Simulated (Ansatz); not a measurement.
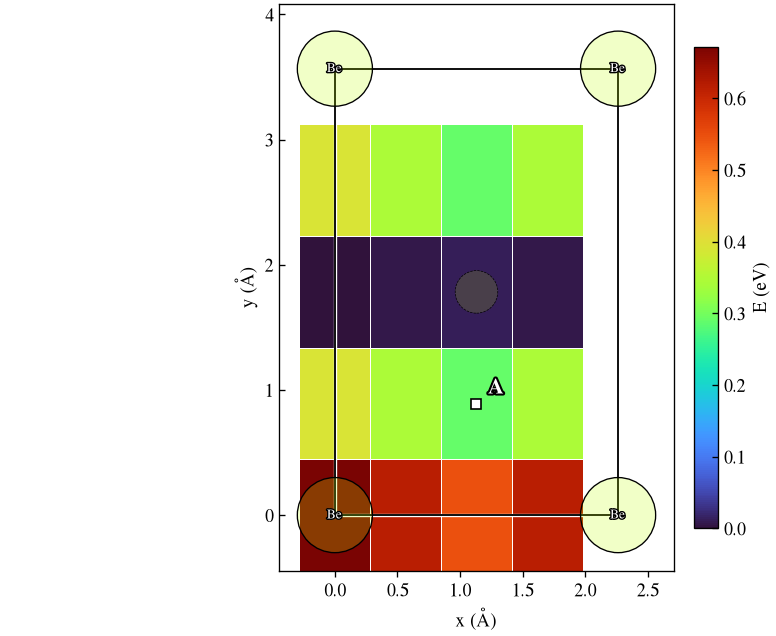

Li on a Be(100) slab cut from the P6_3/mmc phase, its upper half relaxed before the scan (24 atoms of substrate and one adsorbate in a 2 × 2 cell). Li is moved over the surface cell; relaxed at each place: the height of the adsorbate's atoms; substrate rigid; the origin of the map has the adsorbate above Be21. Places are given modulo a cell vector. The map is drawn in real space over the plane of the surface. The grid has 4 × 4 points; 9 points were computed and 7 follow by symmetry. Places are given in fractions of the 1 × 1 surface cell. Energies are in eV, from the lowest grid point. Method: Ansatz, DFT PBE, scalar-relativistic, plane waves, PAW. Settings: cutoff 420 eV, k-mesh 6×4×1, gaussian smearing 0.1 eV, no spin polarisation.

In the figure: one coloured cell a grid point, labelled circles for the atoms of the top layer and small ones for the second layer, the outline of one cell of the plane, the point A.

Which way does the force act at A, and how strong is it?

A, at (2/4, 1/4) of the cell vectors, is not a stationary point. The computed force is 0.49 eV/Å in the plane, pointing up in the picture (components 0.00 and 0.49 eV/Å).
